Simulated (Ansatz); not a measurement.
# AlSiH4 (doublet): correlated methods under varied settings at distance Al1–H4 along a hydrogen transfer = 1.852 Å

What do other methods and options give for AlSiH4 (doublet) at this geometry, and how long do they take?

Program: Ansatz 0.2.0, Gaussian basis. Level of theory: the settings change from run to run. These are calculated values, not measurements.

9 further runs of the same task are left out: 2 for a mislabelled method, 4 that didn't finish, 3 set aside as unsound or not needed.

## Step 1: What is computed

The geometry derives from fragments relaxed apart (PBE0/def2-TZVP) and kept rigid, so it is no stationary point. A hydrogen atom is moved between rigid fragments.

6 atoms, charge 0, spin multiplicity 2.

Atoms are counted from 1 here; the program's logs count them from 0.

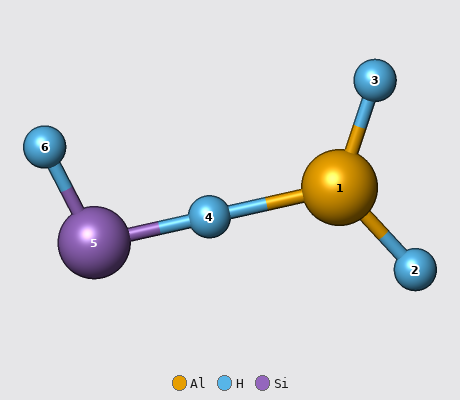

The geometry (aluminium amber, hydrogen blue, silicon purple); atoms are numbered from 1 in the order of the file.

Geometry (Å):

```xyz
6
AlH4Si
Al   -1.7304    0.0252    0.0000
H    -2.5233    1.3986    0.0000
H    -2.5233   -1.3482    0.0000
H     0.1216    0.0252    0.0000
Si    1.7616    0.0252    0.0000
H     2.1581   -1.4543    0.0000
```

## Step 2: MP2 on UHF/cc-pVDZ

The input, in.yaml:

```yaml
crystal:
  periodic: [false, false, false]
  atoms:
    - {symbol: Al, position_ang: [-1.730359, 0.025233, 0.000000]}
    - {symbol: H, position_ang: [-2.523282, 1.398618, 0.000000]}
    - {symbol: H, position_ang: [-2.523283, -1.348151, 0.000000]}
    - {symbol: H, position_ang: [0.121641, 0.025233, 0.000000]}
    - {symbol: Si, position_ang: [1.761641, 0.025233, 0.000000]}
    - {symbol: H, position_ang: [2.158075, -1.454280, 0.000000]}
basis:
  gaussian: {orbitals: cc-pVDZ, fitting: {mean_field: def2-universal-jkfit}}
magnetization: {spin_polarized: true, initial_magnetization: 1}
hamiltonian: {pseudopotentials: {relativity: scalar}}
correlation: {method: mp2, electrons: outside_noble_gas}
```

Command:

```
ansatz run in.yaml --threads 1 --pin off --events-out ev --progress --plain --max-ram 2393MiB
```

The program printed:

```text
Functional definition: HF
  name "HF"
  cite "Fock, Z. Phys. 61, 126 (1930) doi:10.1007/BF01340294"
  parent pbe
  exchange = exact_x
  correlation = 0
328 factors; integrals over basis functions are off by at most 4.0e-1 eV
mean field evaluation 1: about -14529.4119 eV, gradient 8.6e0 eV
mean field evaluation 2: about -14530.3333 eV, gradient 2.6e0 eV
mean field evaluation 4: about -14530.4730 eV, gradient 4.0e-1 eV
mean field evaluation 8: about -14530.4821 eV, gradient 1.2e-6 eV
mean field evaluation 16: about -14530.4783 eV, gradient 1.7e-1 eV
mean field evaluation 32: about -14530.4730 eV, gradient 3.8e-1 eV
mean field -14530.48205438 eV, -533.9853663839 hartree, gradient 1.2e-6 eV, S^2 0.770725; 6 other end points of the search recorded, 0 dependent functions left out
10 core orbitals not correlated: weight in the atoms' cores, before any rotation towards them, 1.000 or more for the frozen orbitals, at most 0.000 for the correlated occupied ones
reference -14530.48205438 eV, -533.9853663839 hartree; 6, 5 occupied and 40, 41 virtual orbitals, 328 factors
second order -4.21054834 eV of doubles, -0.00000000 eV of singles
Total energy: -14534.69260271 eV, -534.1401011813 hartree
Relativity: scalar
```

It took 2.5 s on 1 thread of Intel Xeon Platinum 8375C at 2.90GHz, shared host.

From the report: ⟨S²⟩ of the determinant 0.771 (pure doublet: 0.75).

## Step 3: BCCD(T) on ROHF/STO-3G

in.yaml: that of step 2 with these lines changed.

```diff
@@ -10,5 +10,5 @@
 basis:
-  gaussian: {orbitals: cc-pVDZ, fitting: {mean_field: def2-universal-jkfit}}
-magnetization: {spin_polarized: true, initial_magnetization: 1}
-hamiltonian: {pseudopotentials: {relativity: scalar}}
-correlation: {method: mp2, electrons: outside_noble_gas}
+  gaussian: {orbitals: STO-3G, point_charges: [{charge: -0.50, position_ang: [6.791, -0.117, -0.252]}]}
+magnetization: {spin_polarized: false, initial_magnetization: 1}
+correlation: {method: bccd_t, electrons: outside_noble_gas}
+output: {forces: true}
```

The command is unchanged.

The program printed, shortened:

```text
Functional definition: HF
  name "HF"
  cite "Fock, Z. Phys. 61, 126 (1930) doi:10.1007/BF01340294"
  parent pbe
[...]
235 factors; integrals over basis functions are off by at most 7.1e-5 eV
[...]
mean field -14333.08251800 eV, -526.7310672241 hartree, gradient 8.9e-7 eV, S^2 0.750000; 5 other end points of the search recorded, 0 dependent functions left out
[...]
determinant -14333.08251800 eV, -526.7310672241 hartree, with singles and doubles -14335.77316224 eV, -526.8299465762 hartree
determinant -14332.52757208 eV, -526.7106733378 hartree, with singles and doubles -14335.28570868 eV, -526.8120329885 hartree
determinant -14329.93058635 eV, -526.6152358725 hartree, with singles and doubles -14333.26348423 eV, -526.7377176104 hartree
determinant -14333.08251800 eV, -526.7310672241 hartree, with singles and doubles -14335.77329357 eV, -526.8299514025 hartree
[...]
second order -1.75005400 eV of doubles, -0.02081486 eV of singles
cycle   1  -2.69639512 eV  change   -5.6e-3 eV  update   1.2e-2
[...]
cycle  19  -2.68806710 eV  change    1.7e-8 eV  update   4.8e-7
perturbative correction -0.03894162 eV, -0.0014310783 hartree
[...]
Total energy: -14335.80952672 eV, -526.8312829462 hartree
Atom 0 at    -1.730359     0.025233     0.000000 Å, force     1.044379    -0.209531    -0.000514 eV/Å
Atom 1 at    -2.523282     1.398618     0.000000 Å, force     0.843984    -1.303330     0.000237 eV/Å
Atom 2 at    -2.523283    -1.348151     0.000000 Å, force     0.793184     1.309243     0.000253 eV/Å
Atom 3 at     0.121641     0.025233     0.000000 Å, force    -3.643658    -0.068264    -0.000229 eV/Å
Atom 4 at     1.761641     0.025233     0.000000 Å, force     1.632221    -0.304928    -0.000206 eV/Å
Atom 5 at     2.158075    -1.454280     0.000000 Å, force    -0.683565     0.569856     0.001245 eV/Å
Dipole moment:    -0.416195     0.063925    -0.001420 e Å
```

Run time: 2.2 s. Hardware: 1 thread of Intel Xeon Platinum 8375C at 2.90GHz, shared host.

From the report: correlation -2.7270 eV; largest double amplitude 0.14.

## Step 4: CCSD on ROHF/def2-SVP

in.yaml: that of step 3 with these lines changed.

```diff
@@ -10,5 +10,6 @@
 basis:
-  gaussian: {orbitals: STO-3G, point_charges: [{charge: -0.50, position_ang: [6.791, -0.117, -0.252]}]}
+  gaussian: {orbitals: def2-SVP}
 magnetization: {spin_polarized: false, initial_magnetization: 1}
-correlation: {method: bccd_t, electrons: outside_noble_gas}
+correlation: {method: ccsd, electrons: outside_noble_gas}
+scf: {omitted_lower_state_checks: [cluster_reference]}
 output: {forces: true}
```

Same command.

The program printed, shortened:

```text
Functional definition: HF
  name "HF"
  cite "Fock, Z. Phys. 61, 126 (1930) doi:10.1007/BF01340294"
  parent pbe
[...]
535 factors; integrals over basis functions are off by at most 1.7e-3 eV
[...]
mean field -14500.22076283 eV, -532.8732844312 hartree, gradient 1.8e-6 eV, S^2 0.750000; 6 other end points of the search recorded, 0 dependent functions left out
10 core orbitals not correlated: weight in the atoms' cores, before any rotation towards them, 1.000 or more for the frozen orbitals, at most 0.000 for the correlated occupied ones
reference -14500.22076283 eV, -532.8732844312 hartree; 6, 5 occupied and 40, 41 virtual orbitals, 535 factors
second order -4.19489361 eV of doubles, -0.05938171 eV of singles
cycle   1  -5.08496980 eV  change   -8.3e-1 eV  update   8.1e-2
[...]
cycle  17  -5.44003883 eV  change    7.5e-8 eV  update   4.1e-7
[...]
Total energy: -14505.66080166 eV, -533.0732021708 hartree
Atom 0 at    -1.730359     0.025233     0.000000 Å, force     0.993576    -0.275417    -0.000000 eV/Å
Atom 1 at    -2.523282     1.398618     0.000000 Å, force     0.423773    -0.063221    -0.000000 eV/Å
Atom 2 at    -2.523283    -1.348151     0.000000 Å, force     0.309891     0.103475     0.000000 eV/Å
Atom 3 at     0.121641     0.025233     0.000000 Å, force    -2.225725    -0.226151    -0.000000 eV/Å
Atom 4 at     1.761641     0.025233     0.000000 Å, force     1.142893     0.588313    -0.000000 eV/Å
Atom 5 at     2.158075    -1.454280     0.000000 Å, force    -0.644407    -0.126998    -0.000000 eV/Å
Dipole moment:    -0.763870    -0.026770     0.000000 e Å
Checks for a lower state left out: cluster_reference
```

Wall time 9.5 s (1 thread of Intel Xeon Platinum 8375C at 2.90GHz, shared host).

From the report: correlation -5.4400 eV; T1 0.027; largest double amplitude 0.06.

## Step 5: CCSD(T) on ROHF/cc-pVDZ

in.yaml: that of step 4 with these lines changed.

```diff
@@ -10,6 +10,6 @@
 basis:
-  gaussian: {orbitals: def2-SVP}
+  gaussian: {orbitals: cc-pVDZ}
 magnetization: {spin_polarized: false, initial_magnetization: 1}
-correlation: {method: ccsd, electrons: outside_noble_gas}
-scf: {omitted_lower_state_checks: [cluster_reference]}
+correlation: {method: ccsd_t, electrons: outside_noble_gas}
+accuracy: high
 output: {forces: true}
```

The command is unchanged.

The program printed, shortened:

```text
Functional definition: HF
  name "HF"
  cite "Fock, Z. Phys. 61, 126 (1930) doi:10.1007/BF01340294"
  parent pbe
[...]
1207 factors; integrals over basis functions are off by at most 3.8e-9 eV
[...]
mean field -14504.86593923 eV, -533.0439915154 hartree, gradient 7.7e-8 eV, S^2 0.750000; 7 other end points of the search recorded, 0 dependent functions left out
[...]
determinant -14504.86593923 eV, -533.0439915154 hartree, with singles and doubles -14510.45110009 eV, -533.2492423911 hartree
determinant -14503.66292399 eV, -532.9997815208 hartree, with singles and doubles -14509.34245154 eV, -533.2085003087 hartree
determinant -14502.88967099 eV, -532.9713649973 hartree, with singles and doubles -14508.79682207 eV, -533.1884487954 hartree
determinant -14502.31364122 eV, -532.9501962935 hartree, with singles and doubles -14508.13746104 eV, -533.1642177245 hartree
[...]
second order -4.29604953 eV of doubles, -0.05964115 eV of singles
cycle   1  -5.58508204 eV  change    7.9e-5 eV  update   2.3e-3
[...]
cycle  24  -5.58561108 eV  change   9.7e-10 eV  update  6.3e-10
perturbative correction -0.14290989 eV, -0.0052518416 hartree
[...]
Total energy: -14510.59446020 eV, -533.2545107780 hartree
Atom 0 at    -1.730359     0.025233     0.000000 Å, force     0.988319    -0.298840     0.000000 eV/Å
Atom 1 at    -2.523282     1.398618     0.000000 Å, force     0.355671     0.075197    -0.000000 eV/Å
Atom 2 at    -2.523283    -1.348151     0.000000 Å, force     0.227776    -0.030652    -0.000000 eV/Å
Atom 3 at     0.121641     0.025233     0.000000 Å, force    -2.032445    -0.169545    -0.000000 eV/Å
Atom 4 at     1.761641     0.025233     0.000000 Å, force     1.028404     0.714231     0.000000 eV/Å
Atom 5 at     2.158075    -1.454280     0.000000 Å, force    -0.567726    -0.290392    -0.000000 eV/Å
Dipole moment:    -0.695933    -0.009560    -0.000000 e Å
```

It took 29 s on 1 thread of Intel Xeon Platinum 8375C at 2.90GHz, shared host; peak memory 0.36 GiB.

From the report: correlation -5.7285 eV; T1 0.028; largest double amplitude 0.06.

## Step 6: All runs side by side

Where basis and cores are those of an earlier UCCSDT(Q)/cc-pVDZ run (-14510.6451 eV), and the state is the same kind, the miss against it is given.

```
                                         level         correlated  functions  energy (eV)  from UCCSDT(Q) (meV)   time
           MP2 on UHF/cc-pVDZ (relativity set)  outside noble gas         56  -14534.6926                        2.5 s
BCCD(T) on ROHF/STO-3G (beside a point charge)  outside noble gas         22  -14335.8095                        2.2 s
                         CCSD on ROHF/def2-SVP  outside noble gas         56  -14505.6608                        9.5 s
                       CCSD(T) on ROHF/cc-pVDZ  outside noble gas         56  -14510.5945                  50.7   29 s
```

## Step 7: Outcome

| quantity | value |
| --- | --- |
| runs | 4 |
| quickest | BCCD(T) on ROHF/STO-3G (beside a point charge), 2.2 s |
| slowest | CCSD(T) on ROHF/cc-pVDZ, 29 s |

Total energies in different bases, with other cores or another treatment of relativity can't be set against each other. CCSD(T) on ROHF/cc-pVDZ took 13 times as long as BCCD(T) on ROHF/STO-3G (beside a point charge); the jobs differ in more than the method.
